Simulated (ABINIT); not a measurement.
## La2O3 (P-3m1): G0W0 with ABINIT, start to end

Wanted: ground state, empty states, screening and self-energy for La2O3 (P-3m1).

Main program and level: ABINIT 10.8.3; PBE and many-body steps on it, plane waves.

## 1. The structure

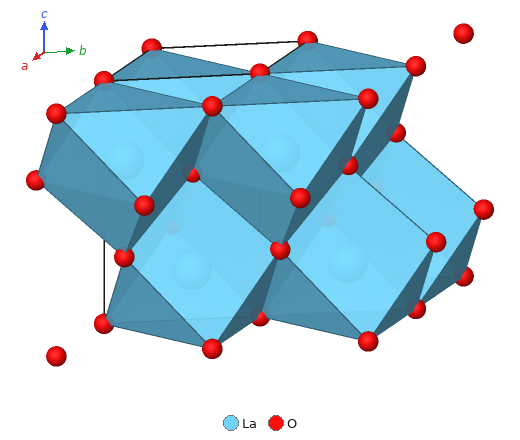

The starting structure, seen slightly off an axis (lanthanum blue, oxygen red). 2×2×1 cells are drawn. Bonds to atoms that aren't drawn are left out. Some periodic images of atoms are drawn too.

The cell and positions are those that the Materials Project relaxed with its own functionals (PBE, PBE+U or r2SCAN), kept fixed. Spin-orbit coupling is left out unless a step names it.

## 2. Ground state

This step: ABINIT 10.8.3; DFT, PBE, plane waves, norm-conserving pseudopotentials.

The ground-state density comes first.

run.abi

```
acell 3*1.0 Angstrom
rprim 
  3.930777878010 -0.000000000002 0.000000000000
  -1.965388939003 3.404153498992 0.000000000000
  0.000000000000 0.000000000000 6.111953520000
ntypat 2
znucl 57 8
natom 5
typat 1 1 2 2 2
xred 
  0.666666666667 0.333333333333 0.753764320000
  0.333333333333 0.666666666667 0.246235680000
  0.666666666667 0.333333333333 0.354109350000
  0.333333333333 0.666666666667 0.645890650000
  0.000000000000 0.000000000000 0.000000000000
pp_dirpath "pseudos"
pseudos "La.upf, O.upf"
ecut 50
ngkpt 6 6 4
nshiftk 1
shiftk 0 0 0
kptopt 1
chksymbreak 0
nband 26
occopt 1
tolvrs 1e-10
nstep 60
prtwf 0
optforces 0
optstress 0
indata_prefix "in"
outdata_prefix "out"
tmpdata_prefix "tmp"
```

Run with:

```console
$ OMP_NUM_THREADS=1 mpirun -n 8 abinit run.abi > log
```

Numbers of over 12 decimals in the logs are rounded to 6 here.

What it wrote:

```text
.Version 10.8.3 of ABINIT. v10.8.2 released Aug 2026.

 Symmetries : space group P-3 m 1 (#164); Bravais hP (primitive hexag.)
================================================================================
 Values of the parameters that define the memory need of the present run
     intxc =       0    ionmov =       0      iscf =       7    lmnmax =       8
     lnmax =       8     mgfft =      75  mpssoang =       4    mqgrid =    3677
     natom =       5  nloc_mem =       1    nspden =       1   nspinor =       1
    nsppol =       1      nsym =      12    n1xccc =    2501    ntypat =       2
    occopt =       1   xclevel =       2
-    mband =          26        mffmem =           1         mkmem =           3
       mpw =        9351          nfft =      172800          nkpt =          24
================================================================================
  Rough estimation (10% accuracy) of disk space for files :
================================================================================

--------------------------------------------------------------------------------
------------- Echo of variables that govern the present computation ------------
--------------------------------------------------------------------------------
 -outvars: echo values of preprocessed input variables --------
            acell      1.8897261259E+00  1.8897261259E+00  1.8897261259E+00 Bohr

      chksymbreak           0
             ecut      5.00000000E+01 Hartree
-          fftalg         312

              ixc     -101130
              kpt      0.00000000E+00  0.00000000E+00  0.00000000E+00
                       1.66666667E-01  0.00000000E+00  0.00000000E+00
                       3.33333333E-01  0.00000000E+00  0.00000000E+00
                       5.00000000E-01  0.00000000E+00  0.00000000E+00
                       1.66666667E-01  1.66666667E-01  0.00000000E+00
                       3.33333333E-01  1.66666667E-01  0.00000000E+00
                       3.33333333E-01  3.33333333E-01  0.00000000E+00
                       0.00000000E+00  0.00000000E+00  2.50000000E-01
                       1.66666667E-01  0.00000000E+00  2.50000000E-01
   [... 13 further rows ...]
                       3.33333333E-01  1.66666667E-01  5.00000000E-01
                       3.33333333E-01  3.33333333E-01  5.00000000E-01
         kptrlatt        6    0    0      0    6    0      0    0    4
          kptrlen      4.45685619E+01
P           mkmem           3
            natom           5
            nband          26
            ngfft          48      48      75
             nkpt          24
            nstep          60
             nsym          12
           ntypat           2
              occ      2.000000  2.000000  2.000000  2.000000  2.000000  2.000000
                       2.000000  2.000000  2.000000  2.000000  2.000000  2.000000
                       2.000000  2.000000  2.000000  2.000000  2.000000  2.000000
                       2.000000  2.000000  0.000000  0.000000  0.000000  0.000000
                       0.000000  0.000000
        optforces           0
        optstress           0
            prtwf           0
            rprim      3.9307778780E+00 -2.0000000000E-12  0.0000000000E+00
[...]
spgroup         164

           tolvrs      1.00000000E-10

             xred      6.6666666667E-01  3.3333333333E-01  7.5376432000E-01
[...]
znucl       57.00000    8.00000

================================================================================

 chkinp: Checking input parameters for consistency.

================================================================================
== DATASET  1 ==================================================================
-   mpi_nproc: 8, omp_nthreads: 1 (-1 if OMP is not activated)

--- !DatasetInfo
iteration_state: {dtset: 1, }
dimensions: {natom: 5, nkpt: 24, mband: 26, nsppol: 1, nspinor: 1, nspden: 1, mpw: 9351, }
cutoff_energies: {ecut:  50.0, pawecutdg:  -1.0, }
electrons: {nelect:   4.00000000E+01, charge:   0.00000000E+00, occopt:   1.00000000E+00, tsmear:   1.00000000E-02, }

 Real(R)+Recip(G) space primitive vectors, cartesian coordinates (Bohr,Bohr^-1):
 R(1)=  7.4280937  0.0000000  0.0000000  G(1)=  0.1346240  0.0777252  0.0000000
 R(2)= -3.7140468  6.4329178  0.0000000  G(2)=  0.0000000  0.1554505  0.0000000
 R(3)=  0.0000000  0.0000000 11.5499182  G(3)=  0.0000000  0.0000000  0.0865807
 Unit cell volume ucvol=  5.5190494E+02 bohr^3
 Angles (23,13,12)=  9.00000000E+01  9.00000000E+01  1.20000000E+02 degrees

 getcut: wavevector=  0.0000  0.0000  0.0000  ngfft=  48  48  75
         ecut(hartree)=     50.000   => boxcut(ratio)=   2.01281

--- Pseudopotential description ------------------------------------------------
- La Generated using ONCVPSP code by D. R. Hamann
- 57.00000  11.00000  171031                  znucl, zion, pspdat
12 -101130 3 -1 1812                          pspcod,pspxc,lmax,lloc,mmax
     nproj     2     2     2     2
  pspatm : epsatm=   29.83565565
         --- l  ekb(1:nproj) -->
[...]
pspatm: atomic psp has been read  and splines computed

- O Generated using ONCVPSP code by D. R. Hamann
-  8.00000   6.00000  171031                  znucl, zion, pspdat
12 -101130 2 -1 936                           pspcod,pspxc,lmax,lloc,mmax
     nproj     2     2     1     0
  pspatm : epsatm=    6.19545534
         --- l  ekb(1:nproj) -->
[...]
2   -1.331955
 pspatm: atomic psp has been read  and splines computed

   3.13030709E+03                                ecore*ucvol(ha*bohr**3)
--------------------------------------------------------------------------------

_setup2: Arith. and geom. avg. npw (full set) are    9319.521    9319.510

================================================================================

--- !BeginCycle
iteration_state: {dtset: 1, }
solver: {iscf: 7, nstep: 60, nline: 4, wfoptalg: 0, }
tolerances: {tolvrs: 1.00E-10, }

     iter   Etot(hartree)      deltaE(h)  residm     vres2
 ETOT  1  -119.61477989145    -1.196E+02 9.009E-02 2.892E+03
 ETOT  2  -118.82542689691     7.894E-01 9.612E-02 7.118E+03
 ETOT  3  -120.19126445943    -1.366E+00 1.825E-02 2.306E+01
 ETOT  4  -120.20599440121    -1.473E-02 2.489E-02 3.880E+01
 ETOT  5  -120.20852693606    -2.533E-03 6.975E-03 2.158E+01
 ETOT  6  -120.21082320072    -2.296E-03 1.136E-02 9.390E+00
 ETOT  7  -120.21173230661    -9.091E-04 6.563E-03 2.152E+00
 ETOT  8  -120.21205679069    -3.245E-04 5.405E-03 7.840E-02
 ETOT  9  -120.21208452976    -2.774E-05 7.846E-03 7.666E-03
 ETOT 10  -120.21208739254    -2.863E-06 5.100E-03 2.528E-02
[...]
ETOT 30  -120.21209313541    -4.192E-12 3.465E-04 1.353E-08
 ETOT 31  -120.21209313541    -1.421E-14 2.532E-04 3.670E-09
 ETOT 32  -120.21209313542    -2.046E-12 3.326E-04 3.415E-10
 ETOT 33  -120.21209313542     1.421E-12 2.405E-04 1.957E-10
 ETOT 34  -120.21209313541     1.421E-12 3.146E-04 8.091E-11

 At SCF step   34       vres2   =  8.09E-11 < tolvrs=  1.00E-10 =>converged.

--- !ResultsGS
iteration_state: {dtset: 1, }
comment   : Summary of ground state results
lattice_vectors:
- [  7.4280937,  -0.0000000,   0.0000000, ]
- [ -3.7140468,   6.4329178,   0.0000000, ]
- [  0.0000000,   0.0000000,  11.5499182, ]
lattice_lengths: [   7.42809,    7.42809,   11.54992, ]
lattice_angles: [ 90.000,  90.000, 120.000, ] # degrees, (23, 13, 12)
lattice_volume:   5.5190494E+02
convergence: {deltae:  1.421E-12, res2:  8.091E-11, residm:  3.146E-04, diffor:  0.000E+00, }
etotal    :  -1.20212093E+02
entropy   :   0.00000000E+00
fermie    :   2.20796697E-01
cartesian_stress_tensor: null
pressure_GPa: null
xred      :
- [  6.6667E-01,   3.3333E-01,   7.5376E-01, La]
- [  3.3333E-01,   6.6667E-01,   2.4624E-01, La]
- [  6.6667E-01,   3.3333E-01,   3.5411E-01,  O]
- [  3.3333E-01,   6.6667E-01,   6.4589E-01,  O]
- [  2.0354E-16,   1.1102E-16,   2.2204E-16,  O]
cartesian_forces: null
force_length_stats: {min: null, max: null, mean: null, }

 Integrated electronic density in atomic spheres:
 ------------------------------------------------
 Atom  Sphere_radius  Integrated_density
[...]
================================================================================

 ----iterations are completed or convergence reached----

 Mean square residual over all n,k,spin=   61.303E-07; max=  31.464E-05
 reduced coordinates (array xred) for    5 atoms
       0.666666666667      0.333333333333      0.753764320000
       0.333333333333      0.666666666667      0.246235680000
       0.666666666667      0.333333333333      0.354109350000
       0.333333333333      0.666666666667      0.645890650000
       0.000000000000      0.000000000000      0.000000000000
 rms dE/dt=  0.0000E+00; max dE/dt=  0.0000E+00; dE/dt below (all hartree)
    1       0.000000000000      0.000000000000      0.000000000000
    2       0.000000000000      0.000000000000      0.000000000000
    3       0.000000000000      0.000000000000      0.000000000000
    4       0.000000000000      0.000000000000      0.000000000000
    5       0.000000000000      0.000000000000      0.000000000000

 cartesian coordinates (angstrom) at end:
    1      1.965389     1.134718     4.606972
    2      1.33e-12     2.269436     1.504981
    3      1.965389     1.134718     2.164300
    4      1.33e-12     2.269436     3.947654
    5      0.000000     0.000000     0.000000
 length scales=  1.889726125908  1.889726125908  1.889726125908 bohr
              =  1.000000000000  1.000000000000  1.000000000000 angstroms
 prteigrs : about to open file out_EIG
 Fermi (or HOMO) energy (hartree) =   0.22080   Average Vxc (hartree)=  -0.39552
 Eigenvalues (hartree) for nkpt=  24  k points:
 kpt#   1, nband= 26, wtk=  0.00694, kpt=  0.0000  0.0000  0.0000 (reduced coord)
  -0.87491   -0.86597   -0.40039   -0.35391   -0.33776   -0.26738   -0.26738   -0.25881
  -0.25881   -0.25492   -0.22700    0.13349    0.13349    0.14013    0.14013    0.14451
   0.16010    0.20684    0.20684    0.21641    0.37856    0.38890    0.38890    0.41038
   0.41732    0.42309
 prteigrs : prtvol=0 or 1, do not print more k-points.

--- !EnergyTerms
iteration_state     : {dtset: 1, }
comment             : Components of total free energy in Hartree
kinetic             :  5.05470339354273E+01
hartree             :  1.95207821826747E+01
xc                  : -2.94811939406215E+01
Ewald energy        : -9.79164538557401E+01
psp_core            :  5.67182290692993E+00
local_psp           : -6.81249675258639E+01
non_local_psp       : -4.29116838220099E-01
total_energy        : -1.20212093135414E+02
total_energy_eV     : -3.27113769774559E+03
band_energy         : -5.66779389172681E+00

== END DATASET(S) ==============================================================
================================================================================

 -outvars: echo values of variables after computation  --------
           etotal     -1.2021209314E+02
            nband          26
             nkpt          24
          spgroup         164
 [... the other variables as echoed above ...]

 Calculation completed.
```

Run time: 75 s. Hardware: 8 MPI ranks of Arm Neoverse V2, shared host; peak memory 0.85 GiB; 10 min of CPU time.

Numbers from this step:

```
total energy               : -3271.1377 eV
gap                        : 3.849 eV
k of the valence top       : 0.5, 0, 0.5
k of the conduction bottom : 0.5, 0, 0
least direct gap           : 3.982 eV
```

The gap is indirect, with the least direct gap 0.13 eV higher.

## 3. Empty states on the mesh, 3×3×2 mesh, 161 bands

The sums over transitions need many empty states on a uniform mesh; this step solves for them.

run.abi, as its differences from that of step 2:

```diff
@@ -18,3 +18,3 @@
 ecut 50
-ngkpt 6 6 4
+ngkpt 3 3 2
 nshiftk 1
@@ -23,9 +23,10 @@
 chksymbreak 0
-nband 26
-occopt 1
-tolvrs 1e-10
+iscf -2
+irdden 1
+istwfk *1
+nband 161
+nbdbuf 14
+tolwfr 1e-09
 nstep 60
-prtwf 0
-optforces 0
-optstress 0
+prtvol 0
 indata_prefix "in"
```

Run with:

```console
$ OMP_NUM_THREADS=1 mpirun -n 6 abinit run.abi > log
```

What it wrote:

```text
.Version 10.8.3 of ABINIT. v10.8.2 released Aug 2026.

 Symmetries : space group P-3 m 1 (#164); Bravais hP (primitive hexag.)
[... echo of the input left out ...]
== DATASET  1 ==================================================================
-   mpi_nproc: 6, omp_nthreads: 1 (-1 if OMP is not activated)

--- !DatasetInfo
iteration_state: {dtset: 1, }
dimensions: {natom: 5, nkpt: 6, mband: 161, nsppol: 1, nspinor: 1, nspden: 1, mpw: 9367, }
cutoff_energies: {ecut:  50.0, pawecutdg:  -1.0, }
electrons: {nelect:   4.00000000E+01, charge:   0.00000000E+00, occopt:   1.00000000E+00, tsmear:   1.00000000E-02, }

 Real(R)+Recip(G) space primitive vectors, cartesian coordinates (Bohr,Bohr^-1):
 R(1)=  7.4280937  0.0000000  0.0000000  G(1)=  0.1346240  0.0777252  0.0000000
 R(2)= -3.7140468  6.4329178  0.0000000  G(2)=  0.0000000  0.1554505  0.0000000
 R(3)=  0.0000000  0.0000000 11.5499182  G(3)=  0.0000000  0.0000000  0.0865807
 Unit cell volume ucvol=  5.5190494E+02 bohr^3
 Angles (23,13,12)=  9.00000000E+01  9.00000000E+01  1.20000000E+02 degrees

 getcut: wavevector=  0.0000  0.0000  0.0000  ngfft=  48  48  75
         ecut(hartree)=     50.000   => boxcut(ratio)=   2.01281

--- Pseudopotential description ------------------------------------------------
- La Generated using ONCVPSP code by D. R. Hamann
- 57.00000  11.00000  171031                  znucl, zion, pspdat
12 -101130 3 -1 1812                          pspcod,pspxc,lmax,lloc,mmax
     nproj     2     2     2     2
  pspatm : epsatm=   29.83565565
         --- l  ekb(1:nproj) -->
             0    6.631488    0.621657
             1    6.300998    1.146612
             2    3.569192    0.839626
[...]
pspatm: atomic psp has been read  and splines computed

- O Generated using ONCVPSP code by D. R. Hamann
-  8.00000   6.00000  171031                  znucl, zion, pspdat
12 -101130 2 -1 936                           pspcod,pspxc,lmax,lloc,mmax
     nproj     2     2     1     0
  pspatm : epsatm=    6.19545534
         --- l  ekb(1:nproj) -->
[...]
2   -1.331955
 pspatm: atomic psp has been read  and splines computed

--------------------------------------------------------------------------------

================================================================================
 prteigrs : about to open file out_EIG
 Non-SCF case, kpt    1 (  0.00000  0.00000  0.00000), residuals and eigenvalues=
  4.94E-10  3.01E-10  4.81E-10  6.73E-10  9.64E-10  1.34E-10  2.07E-10  1.63E-10
  3.64E-10  8.66E-10  7.44E-10  2.38E-10  9.36E-10  1.72E-10  7.46E-10  1.60E-10
  7.04E-10  2.63E-10  8.27E-10  3.22E-10  2.62E-10  2.66E-10  2.55E-10  2.45E-10
[...]
8.12E-05
 -8.7491E-01 -8.6597E-01 -4.0039E-01 -3.5391E-01 -3.3776E-01 -2.6738E-01
 -2.6738E-01 -2.5881E-01 -2.5881E-01 -2.5492E-01 -2.2700E-01  1.3349E-01
  1.3349E-01  1.4013E-01  1.4013E-01  1.4451E-01  1.6010E-01  2.0684E-01
[...]
2.6278E+00  2.6307E+00  2.6307E+00  2.6417E+00  2.6417E+00  2.7363E+00
  2.7363E+00  2.7480E+00  2.7480E+00  2.7920E+00  2.7920E+00  2.8174E+00
  2.8249E+00  2.8562E+00  2.8563E+00  2.8578E+00  2.8578E+00
 prteigrs : prtvol=0 or 1, do not print more k-points.

--- !ResultsGS
iteration_state: {dtset: 1, }
comment   : Summary of ground state results
lattice_vectors:
- [  7.4280937,  -0.0000000,   0.0000000, ]
- [ -3.7140468,   6.4329178,   0.0000000, ]
- [  0.0000000,   0.0000000,  11.5499182, ]
lattice_lengths: [   7.42809,    7.42809,   11.54992, ]
lattice_angles: [ 90.000,  90.000, 120.000, ] # degrees, (23, 13, 12)
lattice_volume:   5.5190494E+02
convergence: {deltae:  0.000E+00, res2:  0.000E+00, residm:  9.984E-10, diffor:  0.000E+00, }
etotal    :  -1.20212093E+02
entropy   :   0.00000000E+00
fermie    :   2.20796697E-01
cartesian_stress_tensor: null
pressure_GPa: null
xred      :
- [  6.6667E-01,   3.3333E-01,   7.5376E-01, La]
- [  3.3333E-01,   6.6667E-01,   2.4624E-01, La]
- [  6.6667E-01,   3.3333E-01,   3.5411E-01,  O]
- [  3.3333E-01,   6.6667E-01,   6.4589E-01,  O]
- [  2.0354E-16,   1.1102E-16,   2.2204E-16,  O]
cartesian_forces: null
force_length_stats: {min: null, max: null, mean: null, }

 Integrated electronic density in atomic spheres:
 ------------------------------------------------
 Atom  Sphere_radius  Integrated_density
[...]
================================================================================

 ----iterations are completed or convergence reached----

 Mean square residual over all n,k,spin=   42.865E-11; max=  99.840E-11
 reduced coordinates (array xred) for    5 atoms
[...]
0.333333333333      0.666666666667      0.645890650000
       0.000000000000      0.000000000000      0.000000000000

 cartesian coordinates (angstrom) at end:
    1      1.965389     1.134718     4.606972
    2      1.33e-12     2.269436     1.504981
    3      1.965389     1.134718     2.164300
    4      1.33e-12     2.269436     3.947654
    5      0.000000     0.000000     0.000000
 length scales=  1.889726125908  1.889726125908  1.889726125908 bohr
              =  1.000000000000  1.000000000000  1.000000000000 angstroms
 prteigrs : about to open file out_EIG
 Eigenvalues (hartree) for nkpt=   6  k points:
 kpt#   1, nband=161, wtk=  0.05556, kpt=  0.0000  0.0000  0.0000 (reduced coord)
[...]
2.62778    2.63073    2.63073    2.64172    2.64172    2.73635    2.73635    2.74804
   2.74804    2.79204    2.79204    2.81742    2.82485    2.85624    2.85628    2.85777
   2.85781
 prteigrs : prtvol=0 or 1, do not print more k-points.

== END DATASET(S) ==============================================================
================================================================================

 -outvars: echo values of variables after computation  --------
            nband         161
             nkpt           6
          spgroup         164
 [... the other variables as echoed above ...]

 Calculation completed.
```

Wall time 51 s (6 MPI ranks); peak memory 0.7 GiB.

This step gave:

| Item | Value |
| --- | --- |
| gap | 3.940 eV |
| k of the valence top | 0.3333, 0, 0.5 |
| k of the conduction bottom | 0.3333, 0.3333, 0 |
| least direct gap | 3.982 eV |
| k points computed | 6 |
| lowest point of the top converged band, above the valence top | 65.0279 eV |

On this mesh the gap is 3.940 eV. The earlier step found 3.849 eV, so this mesh misses an edge.

(Part 1 of 2 ends here.)

[Paths, hosts, dates, memory and timing lines, banners, echoed tables and standing remarks are left out of the program output.]

[Logs are printed without paths, hosts, clocks, repeated set-up lines and the standing remarks that a program may print on its own settings, such as how far it seeks lower states.]

[Runs of the session that timed out or met a known fault of the program may be left out.]

[Hosts, paths, dates, database ids (printed as entryN), source tags and the programs' standing remarks are cut or masked in the printed files.]

[G0W0 gaps are taken among the corrected bands and points alone; a level outside them can change the order at an edge.]

[Where Ansatz stands beside ABINIT at settings called matched, ABINIT's density can come from a denser mesh and the files from another edition; pairs whose starting gaps differed by over 0.03 eV were left out, so agreement reads better than it is.]
